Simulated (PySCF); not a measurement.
C$_{4}$H$_{4}$S, SMILES `c1ccsc1`.

Computed with PySCF, def2-SVP basis, geometry: GFN2-xTB. No frequency check shows the geometry to be a minimum. GFN2-xTB bond lengths at metals and heavier atoms can be off by up to 0.1 Å and shapes distorted, which carries into these values.

The calculation's input:

```python
import numpy as np
from pyscf import gto, scf, dft, mcscf, mrpt
from pyscf.mcscf import avas

def solve(mol, dm0=None, hcore=None):
    mf = scf.ROHF(mol) if mol.spin else scf.RHF(mol)
    mf = mf.density_fit(auxbasis='def2-universal-jkfit')
    mf.conv_tol, mf.max_cycle = 1e-8, 80
    if hcore is not None:
        mf.get_hcore = lambda *args: hcore
    mf.kernel(dm0)
    if not mf.converged:
        mf = mf.newton().run(mf.mo_coeff, mf.mo_occ, max_cycle=30)
    assert mf.converged, 'SCF not converged'
    return mf

mol = gto.M(atom='''
C      1.26548     0.70733     0.00000
C      1.26556    -0.70722     0.00000
C      0.01265    -1.22583     0.00000
S     -1.19289    -0.00004     0.00000
C      0.01251     1.22580     0.00000
H      2.15927     1.30509     0.00000
H      2.15942    -1.30488     0.00000
H     -0.28470    -2.25548     0.00000
H     -0.28495     2.25542     0.00000
''', basis='def2-svp', charge=0, spin=0, verbose=4)
mf = solve(mol)
ncas, nel, orbs = avas.avas(mf, ['C 2pz', 'S 3pz'], threshold=0.5, openshell_option=3)
print('active space', nel, ncas)
assert 2 <= ncas <= 10, 'active space too large or empty'
mc = mcscf.CASSCF(mf, ncas, nel)
mc.natorb, mc.max_cycle_macro = True, 60
mc.fix_spin_(ss=mol.spin / 2 * (mol.spin / 2 + 1))
mc.kernel(orbs)
occ = mc.mo_occ[mc.ncore:mc.ncore + ncas]
print('natural occupations', occ.round(4))
e2 = mrpt.NEVPT(mc).kernel()
out = dict(c=mc.mo_coeff[:, mc.ncore:mc.ncore + ncas], occ=occ, e=mc.e_tot, e2=e2, ehf=mf.e_tot, ok=mc.converged, nel=nel, w0=abs(mc.ci).max() ** 2, dm=mc.make_rdm1())
# the other spin state at the same geometry
other = mol.copy().set(spin=2).build()
mo = scf.ROHF(other).density_fit(auxbasis='def2-universal-jkfit').run()
na = (nel + other.spin) // 2
m2 = mcscf.CASSCF(mo, ncas, (na, nel - na))
m2.natorb = True
m2.fix_spin_(ss=other.spin / 2 * (other.spin / 2 + 1))
m2.kernel(mc.mo_coeff)
e2o = mrpt.NEVPT(m2).kernel()
print('other state above this one / eV: CASSCF', (m2.e_tot - mc.e_tot) * 27.211386, 'NEVPT2', (m2.e_tot + e2o - mc.e_tot - e2) * 27.211386)
np.savez('result.npz', eo=m2.e_tot, e2o=e2o, oko=m2.converged, occo=m2.mo_occ[mc.ncore:mc.ncore + ncas], co=m2.mo_coeff[:, mc.ncore:mc.ncore + ncas], **out)
```

Run with:

```sh
OMP_NUM_THREADS=1 python input.py
```

The run took 27 s on 1 thread of Arm Neoverse V1 (shared host), peak memory 0.23 GiB.

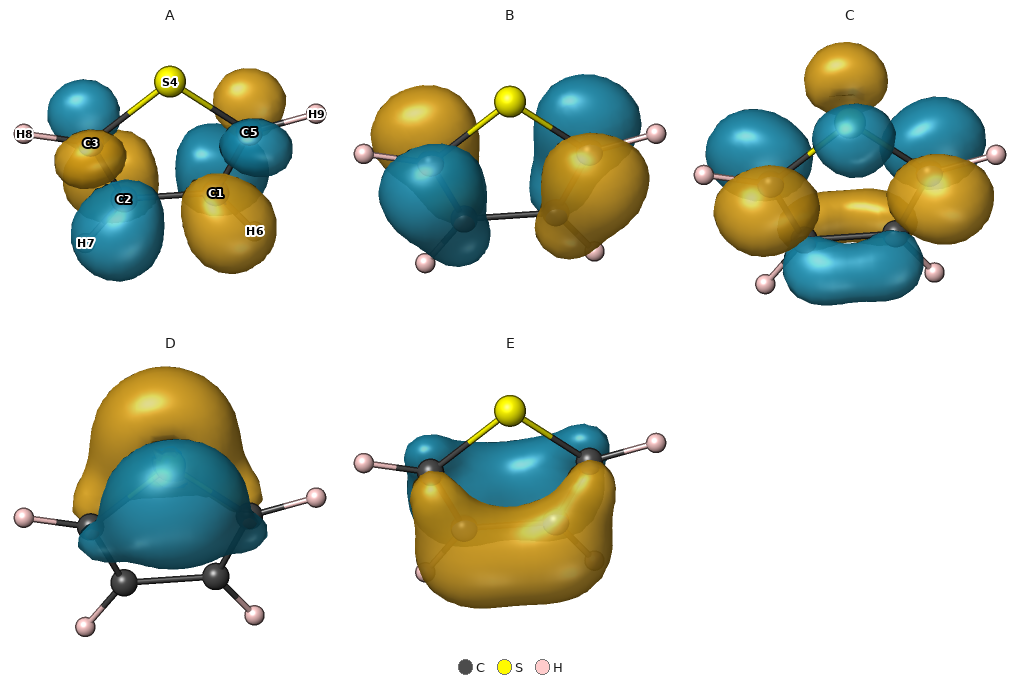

Natural orbitals of the π active space, CASSCF(6,5), triplet state at the geometry of the singlet, in random order.

Which orbitals are strongly, which singly and which weakly occupied?

Strongly: D (2.00), E (1.88). About singly: B (1.06), C (0.95). Weakly: A (0.12). Broadly, orbitals with more nodes between bonded atoms hold fewer electrons.

Where does the lowest triplet lie relative to the singlet, at this geometry and within this active space?

4.26 eV above it by strongly contracted NEVPT2 (+3.84 eV by CASSCF); a small basis tends to put such gaps a few tenths of an eV too high. This is a vertical energy for π states alone; a state that uses lone pairs or σ orbitals may lie lower.
